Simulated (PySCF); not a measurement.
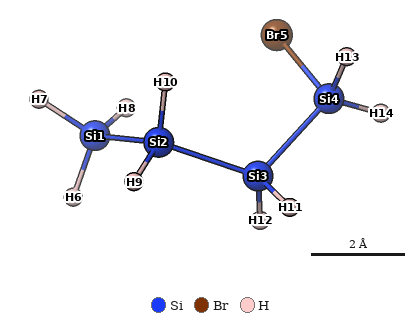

Fig. 1: The starting structure (ball-and-stick view, seen at a tilt; atoms are numbered from 1 in the order of the input). Bond lengths as drawn: Br–Si 2.25 Å, H–Si 1.42 to 1.49 Å and Si–Si 2.28 to 2.36 Å.

# Geometry relaxation of Si4H9Br

System: Si4H9Br.
Method: PBE0-D3(BJ)/def2-SVP geometry optimisation, gas phase (PySCF 2.14.0).

The program's output
```
step   0  E = -3736.10603645  max force = 0.037090
step   1  E = -3736.11713964  max force = 0.010726
step   2  E = -3736.11875032  max force = 0.004811
step   3  E = -3736.11923048  max force = 0.001496
step   4  E = -3736.11930210  max force = 0.000990
step   5  E = -3736.11935924  max force = 0.001118
step   6  E = -3736.11939115  max force = 0.001109
step   7  E = -3736.11942795  max force = 0.000469
step   8  E = -3736.11945662  max force = 0.000505
step   9  E = -3736.11949516  max force = 0.000879
step  10  E = -3736.11953392  max force = 0.001180
step  11  E = -3736.11956172  max force = 0.000917
step  12  E = -3736.11957381  max force = 0.000308
optimisation converged
```

Trajectory as extended XYZ (Å, eV, eV/Å), 13 frames, from step=0 to step=12
```
14
Properties=species:S:1:pos:R:3:forces:R:3 step=0 energy=-101664.62357
Si   -2.5117    0.7628   -0.0664   -0.2298   0.6898  -0.3932
Si   -1.0606   -0.8982    0.5267    0.6461  -0.1220   0.6047
Si    0.9087   -0.9801   -0.7010    0.8140   0.1644   0.1723
Si    2.6672    0.3760    0.1010   -1.9072   0.5741   0.3088
Br    1.6995    2.3144    0.7214   -0.2797   0.2049   0.0085
H    -3.2255    0.4303   -1.3168   -0.0724  -0.2160  -0.3348
H    -3.5564    1.0045    0.9416   -0.2268  -0.0572   0.4423
H    -1.8124    2.0528   -0.3032    0.1946   0.0679   0.0316
H    -1.6689   -2.2258    0.4680   -0.3975  -0.5969  -0.2503
H    -0.6560   -0.7930    1.9533    0.0666   0.2148   0.2148
H     1.5422   -2.3099   -0.7993   -0.0599  -0.5533   0.1044
H     0.7259   -0.5674   -2.0857   -0.2344   0.3077  -0.7519
H     3.2650   -0.0271    1.3335    0.6101  -0.7588   1.0255
H     3.6757    0.8457   -0.7807    1.0764   0.0806  -1.1828
14
Properties=species:S:1:pos:R:3:forces:R:3 step=1 energy=-101664.92570
Si   -2.4447    0.7980   -0.0751   -0.1224   0.2340  -0.1528
Si   -1.0077   -0.9170    0.5469    0.1919  -0.2359   0.3388
Si    0.9364   -1.0074   -0.7464    0.4073  -0.0006  -0.1736
Si    2.5718    0.4237    0.1409   -0.5516   0.4502   0.1817
Br    1.4682    2.3106    0.7228   -0.0386  -0.0641  -0.0751
H    -3.1593    0.4318   -1.3313   -0.0087  -0.0742  -0.0862
H    -3.4680    1.0401    0.9794   -0.0446  -0.0213   0.1183
H    -1.6890    2.0592   -0.3188    0.0503   0.0113   0.0211
H    -1.6657   -2.2540    0.4898   -0.1468  -0.0700  -0.1526
H    -0.5915   -0.7792    1.9770    0.0610   0.1370   0.0265
H     1.5392   -2.3712   -0.8358   -0.0551  -0.1480   0.1160
H     0.7277   -0.5846   -2.1603   -0.1394   0.1216  -0.0887
H     3.1665   -0.0455    1.4128    0.1753  -0.2193   0.0833
H     3.6103    0.8814   -0.8080    0.2213  -0.1207  -0.1568
14
Properties=species:S:1:pos:R:3:forces:R:3 step=2 energy=-101664.96953
Si   -2.4273    0.8030   -0.0759   -0.0739   0.0885  -0.0679
Si   -0.9895   -0.9259    0.5603    0.0700  -0.1737   0.2015
Si    0.9490   -1.0112   -0.7519    0.2034  -0.0525  -0.2019
Si    2.5378    0.4515    0.1484   -0.2100   0.2474   0.1123
Br    1.3966    2.3230    0.6929    0.0733  -0.1111  -0.0651
H    -3.1329    0.4247   -1.3398    0.0194  -0.0195   0.0067
H    -3.4505    1.0385    0.9892    0.0087  -0.0135   0.0064
H    -1.6580    2.0600   -0.3110   -0.0120  -0.0112   0.0100
H    -1.6716   -2.2579    0.4791   -0.0589   0.0425  -0.0671
H    -0.5630   -0.7672    1.9884    0.0179   0.0667  -0.0235
H     1.5456   -2.3855   -0.8217   -0.0505  -0.0063   0.0724
H     0.7110   -0.5766   -2.1657   -0.0880   0.0326   0.0331
H     3.1461   -0.0569    1.4114    0.0428  -0.0384  -0.0145
H     3.6008    0.8663   -0.8097    0.0579  -0.0514  -0.0024
14
Properties=species:S:1:pos:R:3:forces:R:3 step=3 energy=-101664.98260
Si   -2.4288    0.7977   -0.0755    0.0145  -0.0423   0.0155
Si   -0.9742   -0.9266    0.5757    0.0169  -0.0334   0.0255
Si    0.9574   -1.0069   -0.7602    0.0313  -0.0087  -0.0769
Si    2.5276    0.4705    0.1508    0.0197  -0.0134  -0.0083
Br    1.4010    2.3456    0.6515    0.0268  -0.0149  -0.0167
H    -3.1213    0.3977   -1.3401    0.0093   0.0028   0.0094
H    -3.4542    1.0184    0.9918    0.0020   0.0025  -0.0222
H    -1.6721    2.0613   -0.3089   -0.0144   0.0138  -0.0021
H    -1.6773   -2.2473    0.4755   -0.0133   0.0381   0.0049
H    -0.5391   -0.7454    1.9978   -0.0047   0.0121  -0.0093
H     1.5398   -2.3876   -0.8068   -0.0078   0.0170   0.0169
H     0.6826   -0.5686   -2.1672   -0.0392  -0.0096   0.0438
H     3.1332   -0.0615    1.4094   -0.0300   0.0359  -0.0143
H     3.6195    0.8385   -0.8000   -0.0110   0.0001   0.0339
14
Properties=species:S:1:pos:R:3:forces:R:3 step=4 energy=-101664.98455
Si   -2.4257    0.7930   -0.0718    0.0310  -0.0344   0.0205
Si   -0.9658   -0.9258    0.5840    0.0084   0.0135  -0.0118
Si    0.9580   -1.0073   -0.7653   -0.0073  -0.0003  -0.0113
Si    2.5253    0.4740    0.1451    0.0509  -0.0500  -0.0339
Br    1.4078    2.3569    0.6177   -0.0027   0.0181  -0.0028
H    -3.1112    0.3855   -1.3371    0.0034   0.0027  -0.0011
H    -3.4562    1.0086    0.9910   -0.0061   0.0031  -0.0148
H    -1.6797    2.0635   -0.3051   -0.0134   0.0063  -0.0019
H    -1.6790   -2.2399    0.4829   -0.0053   0.0137   0.0204
H    -0.5274   -0.7364    2.0033   -0.0035  -0.0014   0.0012
H     1.5363   -2.3889   -0.8021    0.0081   0.0089  -0.0036
H     0.6632   -0.5732   -2.1679   -0.0215  -0.0098   0.0195
H     3.1166   -0.0516    1.4124   -0.0327   0.0267   0.0017
H     3.6319    0.8275   -0.7932   -0.0091   0.0029   0.0179
14
Properties=species:S:1:pos:R:3:forces:R:3 step=5 energy=-101664.98610
Si   -2.4188    0.7859   -0.0634    0.0192  -0.0031   0.0076
Si   -0.9511   -0.9214    0.6000   -0.0026   0.0481  -0.0306
Si    0.9566   -1.0101   -0.7727   -0.0370  -0.0014   0.0575
Si    2.5235    0.4757    0.1299    0.0441  -0.0355  -0.0384
Br    1.4172    2.3751    0.5515   -0.0231   0.0290   0.0060
H    -3.0907    0.3678   -1.3322    0.0006  -0.0008  -0.0106
H    -3.4618    0.9935    0.9879   -0.0108  -0.0023  -0.0018
H    -1.6931    2.0684   -0.2963   -0.0027  -0.0015   0.0005
H    -1.6783   -2.2270    0.5072    0.0043  -0.0159   0.0292
H    -0.5068   -0.7206    2.0151    0.0038  -0.0095   0.0083
H     1.5330   -2.3917   -0.7976    0.0192  -0.0032  -0.0247
H     0.6298   -0.5869   -2.1694    0.0015  -0.0036  -0.0133
H     3.0801   -0.0301    1.4189   -0.0197   0.0027   0.0176
H     3.6544    0.8073   -0.7851    0.0032  -0.0030  -0.0074
14
Properties=species:S:1:pos:R:3:forces:R:3 step=6 energy=-101664.98697
Si   -2.4158    0.7829   -0.0593   -0.0001   0.0122  -0.0055
Si   -0.9430   -0.9151    0.6118   -0.0088   0.0368  -0.0193
Si    0.9537   -1.0123   -0.7747   -0.0323  -0.0072   0.0570
Si    2.5241    0.4745    0.1183    0.0173  -0.0058  -0.0203
Br    1.4223    2.3836    0.5141   -0.0166   0.0145   0.0022
H    -3.0769    0.3575   -1.3318    0.0030  -0.0020  -0.0089
H    -3.4690    0.9851    0.9830   -0.0075  -0.0057   0.0020
H    -1.7020    2.0721   -0.2917    0.0042  -0.0039   0.0035
H    -1.6739   -2.2195    0.5322    0.0075  -0.0188   0.0247
H    -0.4933   -0.7074    2.0243    0.0083  -0.0036   0.0051
H     1.5321   -2.3930   -0.7987    0.0135  -0.0050  -0.0246
H     0.6106   -0.5960   -2.1692    0.0100   0.0012  -0.0175
H     3.0581   -0.0191    1.4212   -0.0052  -0.0063   0.0138
H     3.6673    0.7928   -0.7855    0.0067  -0.0063  -0.0121
14
Properties=species:S:1:pos:R:3:forces:R:3 step=7 energy=-101664.98797
Si   -2.4148    0.7806   -0.0573   -0.0173   0.0158  -0.0154
Si   -0.9357   -0.9047    0.6281   -0.0145   0.0035   0.0017
Si    0.9479   -1.0151   -0.7736   -0.0135  -0.0121   0.0241
Si    2.5258    0.4716    0.1043   -0.0146   0.0198   0.0067
Br    1.4279    2.3897    0.4783   -0.0016  -0.0052  -0.0049
H    -3.0595    0.3456   -1.3355    0.0063  -0.0010  -0.0033
H    -3.4814    0.9758    0.9730   -0.0016  -0.0064   0.0013
H    -1.7115    2.0758   -0.2876    0.0081  -0.0036   0.0068
H    -1.6655   -2.2116    0.5710    0.0082  -0.0096   0.0145
H    -0.4773   -0.6861    2.0363    0.0108   0.0097  -0.0019
H     1.5301   -2.3945   -0.8036   -0.0005  -0.0037  -0.0131
H     0.5907   -0.6045   -2.1669    0.0137   0.0061  -0.0092
H     3.0390   -0.0109    1.4200    0.0114  -0.0077   0.0017
H     3.6784    0.7744   -0.7926    0.0052  -0.0056  -0.0088
14
Properties=species:S:1:pos:R:3:forces:R:3 step=8 energy=-101664.98875
Si   -2.4162    0.7788   -0.0585   -0.0180   0.0069  -0.0141
Si   -0.9321   -0.8953    0.6428   -0.0148  -0.0222   0.0132
Si    0.9417   -1.0174   -0.7703    0.0032  -0.0103  -0.0086
Si    2.5271    0.4685    0.0943   -0.0260   0.0201   0.0216
Br    1.4325    2.3916    0.4577    0.0072  -0.0131  -0.0078
H    -3.0444    0.3359   -1.3424    0.0065   0.0014   0.0003
H    -3.4944    0.9682    0.9610    0.0010  -0.0040  -0.0017
H    -1.7175    2.0770   -0.2847    0.0066  -0.0012   0.0076
H    -1.6570   -2.2062    0.6081    0.0058   0.0007   0.0070
H    -0.4645   -0.6627    2.0459    0.0093   0.0196  -0.0070
H     1.5254   -2.3963   -0.8087   -0.0110  -0.0023   0.0002
H     0.5773   -0.6080   -2.1627    0.0118   0.0083   0.0010
H     3.0340   -0.0083    1.4150    0.0177  -0.0024  -0.0081
H     3.6822    0.7601   -0.8036    0.0006  -0.0015  -0.0035
14
Properties=species:S:1:pos:R:3:forces:R:3 step=9 energy=-101664.98980
Si   -2.4196    0.7746   -0.0627   -0.0077  -0.0092  -0.0049
Si   -0.9282   -0.8813    0.6660   -0.0106  -0.0452   0.0184
Si    0.9316   -1.0212   -0.7638    0.0206  -0.0032  -0.0438
Si    2.5287    0.4632    0.0807   -0.0240   0.0053   0.0302
Br    1.4392    2.3913    0.4343    0.0113  -0.0133  -0.0074
H    -3.0198    0.3210   -1.3562    0.0043   0.0049   0.0024
H    -3.5160    0.9557    0.9386    0.0014   0.0006  -0.0059
H    -1.7252    2.0766   -0.2800    0.0012   0.0028   0.0064
H    -1.6440   -2.1982    0.6683    0.0011   0.0114   0.0000
H    -0.4456   -0.6199    2.0591    0.0045   0.0276  -0.0103
H     1.5135   -2.4008   -0.8151   -0.0204  -0.0014   0.0167
H     0.5591   -0.6097   -2.1543    0.0063   0.0088   0.0124
H     3.0385   -0.0064    1.4036    0.0180   0.0057  -0.0160
H     3.6819    0.7409   -0.8246   -0.0062   0.0055   0.0018
14
Properties=species:S:1:pos:R:3:forces:R:3 step=10 energy=-101664.99085
Si   -2.4240    0.7670   -0.0697    0.0071  -0.0214   0.0081
Si   -0.9238   -0.8652    0.6944   -0.0019  -0.0504   0.0136
Si    0.9195   -1.0265   -0.7551    0.0296   0.0059  -0.0607
Si    2.5307    0.4561    0.0656   -0.0089  -0.0143   0.0275
Br    1.4466    2.3879    0.4125    0.0084  -0.0065  -0.0040
H    -2.9883    0.3026   -1.3753    0.0003   0.0072   0.0019
H    -3.5434    0.9380    0.9075   -0.0004   0.0043  -0.0083
H    -1.7351    2.0743   -0.2734   -0.0050   0.0058   0.0031
H    -1.6279   -2.1873    0.7438   -0.0038   0.0161  -0.0038
H    -0.4234   -0.5603    2.0722   -0.0021   0.0270  -0.0096
H     1.4939   -2.4086   -0.8189   -0.0230  -0.0019   0.0279
H     0.5385   -0.6095   -2.1422   -0.0002   0.0061   0.0176
H     3.0548   -0.0047    1.3862    0.0112   0.0107  -0.0171
H     3.6760    0.7221   -0.8536   -0.0114   0.0113   0.0038
14
Properties=species:S:1:pos:R:3:forces:R:3 step=11 energy=-101664.99161
Si   -2.4277    0.7577   -0.0770    0.0156  -0.0212   0.0159
Si   -0.9197   -0.8519    0.7190    0.0076  -0.0311   0.0004
Si    0.9101   -1.0321   -0.7470    0.0247   0.0110  -0.0472
Si    2.5331    0.4491    0.0529    0.0095  -0.0239   0.0137
Br    1.4512    2.3813    0.3998    0.0012   0.0021   0.0004
H    -2.9587    0.2872   -1.3941   -0.0028   0.0065  -0.0006
H    -3.5689    0.9192    0.8760   -0.0027   0.0044  -0.0068
H    -1.7460    2.0711   -0.2661   -0.0081   0.0058  -0.0005
H    -1.6136   -2.1764    0.8125   -0.0063   0.0120  -0.0031
H    -0.4053   -0.5003    2.0803   -0.0070   0.0158  -0.0038
H     1.4721   -2.4187   -0.8161   -0.0165  -0.0026   0.0265
H     0.5223   -0.6089   -2.1302   -0.0048   0.0003   0.0132
H     3.0798   -0.0029    1.3672    0.0011   0.0090  -0.0102
H     3.6655    0.7115   -0.8832   -0.0116   0.0119   0.0020
14
Properties=species:S:1:pos:R:3:forces:R:3 step=12 energy=-101664.99194
Si   -2.4293    0.7521   -0.0808    0.0118  -0.0109   0.0119
Si   -0.9176   -0.8477    0.7276    0.0106  -0.0015  -0.0098
Si    0.9087   -1.0354   -0.7434    0.0103   0.0084  -0.0159
Si    2.5358    0.4459    0.0482    0.0145  -0.0154  -0.0004
Br    1.4510    2.3752    0.4009   -0.0037   0.0052   0.0024
H    -2.9464    0.2831   -1.4038   -0.0025   0.0032  -0.0021
H    -3.5808    0.9085    0.8605   -0.0029   0.0006  -0.0027
H    -1.7533    2.0700   -0.2611   -0.0058   0.0030  -0.0014
H    -1.6084   -2.1717    0.8394   -0.0048   0.0035   0.0005
H    -0.4010   -0.4710    2.0812   -0.0063   0.0023   0.0022
H     1.4604   -2.4259   -0.8072   -0.0060  -0.0027   0.0146
H     0.5185   -0.6105   -2.1247   -0.0046  -0.0048   0.0033
H     3.0994   -0.0013    1.3563   -0.0040   0.0021  -0.0014
H     3.6572    0.7144   -0.8991   -0.0066   0.0070  -0.0013
```

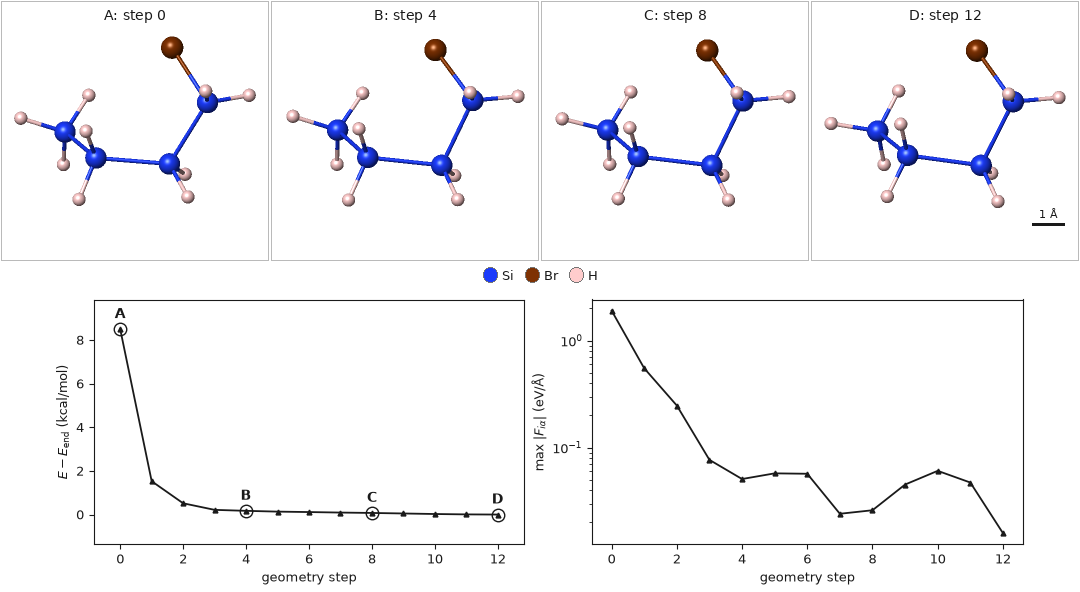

Fig. 2: Frames of the relaxation (ball-and-stick view, seen at a tilt) above the curves, on which the letters mark them (steps are counted from 0).

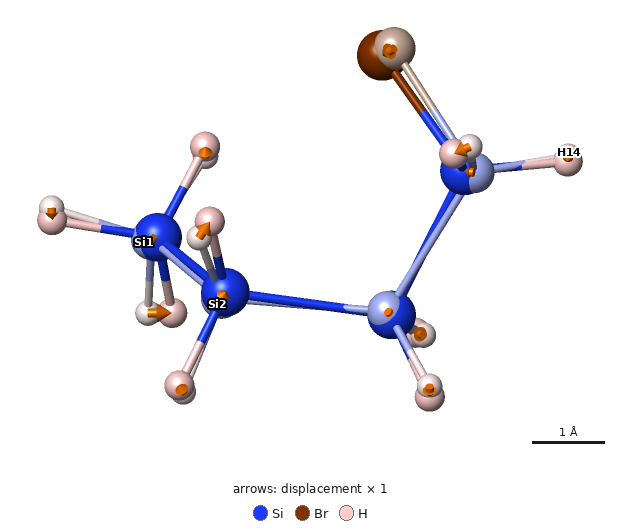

Fig. 3: Start (faint) and end (solid) with the displacements as orange arrows, at true length (ball-and-stick view, seen at a tilt). The two geometries are laid on each other by the best rigid fit. H6 moves most after the best rigid fit: 0.34 Å. Largest moves by element: H 0.34 Å, Br 0.26 Å, Si 0.16 Å. Among the contacts that change: Si4–H14 1.420 → 1.492 Å, Si4–H13 1.428 → 1.493 Å, Si1–Si2 2.284 → 2.345 Å, Si2–H9 1.462 → 1.498 Å. Among the angles that change: Si2–Si3–Si4 115.6° → 106.1°, Si4–Si3–H11 102.7° → 110.3°, Br5–Si4–H13 100.7° → 107.6°. Over 12 geometry steps the energy falls by 8.49 kcal/mol. The largest force component goes from 1.9 to 0.016 eV/Å. (Atoms are counted from 1 in the order of the input.)

The run was set up as follows.

Input
```
{"job": {"xc": "PBE0", "basis": "def2-SVP", "d3": "d3bj", "grid": 1, "maxiter": 30, "shake": 0.01, "kind": "geom"}, "charge": 0, "multiplicity": 1}
Si    -2.511670     0.762750    -0.066450
Si    -1.060570    -0.898210     0.526710
Si     0.908740    -0.980080    -0.701000
Si     2.667230     0.376030     0.100970
Br     1.699520     2.314360     0.721360
H     -3.225490     0.430320    -1.316750
H     -3.556430     1.004510     0.941570
H     -1.812430     2.052790    -0.303200
H     -1.668930    -2.225800     0.467960
H     -0.655960    -0.793000     1.953310
H      1.542200    -2.309920    -0.799310
H      0.725880    -0.567440    -2.085670
H      3.264990    -0.027060     1.333470
H      3.675750     0.845670    -0.780720
```

The first line tells a small driver script what to run in PySCF; the rest is the geometry in Å.

Run as:
```bash
OMP_NUM_THREADS=1 python <driver script> task.json out
```

Key numbers

```csv
quantity,value
outcome,converged
total energy,−3736.119574 hartree
dipole moment,1.30 D
point group,C1
hardware,"1 CPU thread, shared host"
wall time,3.1 min
peak memory,0.65 GiB
```
